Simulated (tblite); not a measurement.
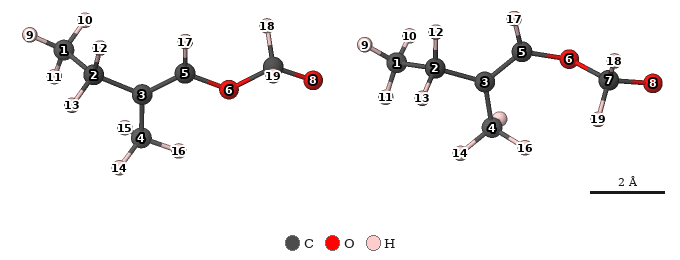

Two geometries of C$_{6}$H$_{11}$O$_{2}$ (multiplicity 2), drawn at one scale. One is the start of a relaxation, the other its converged end. The picture is a ball-and-stick view, seen at a tilt.

The calculation used tblite, GFN2-xTB geometry optimisation, gas phase. 

**Which geometry has the lower energy?**

The left one is the relaxed one. H19 moves most after the best rigid fit: 1.51 Å. Largest moves by element: H 1.51 Å, O 0.86 Å, C 0.62 Å. Among the contacts that change: C7–O8 1.396 → 1.271 Å, C5–O6 1.376 → 1.339 Å, C1–H10 1.120 → 1.087 Å, O6–C7 1.406 → 1.438 Å. Among the angles between lasting bonds that change: C5–O6–C7 126.1° → 119.1°, O8–C7–H19 106.9° → 112.3°, C2–C1–H9 105.5° → 110.0°. Groups turn about C5–O6 by about 80°, C3–C4 by about 40°. The energy falls by 0.858 eV in 140 geometry steps. The run took 0.79 s on 1 thread of Arm Neoverse V2, with other jobs on the host.
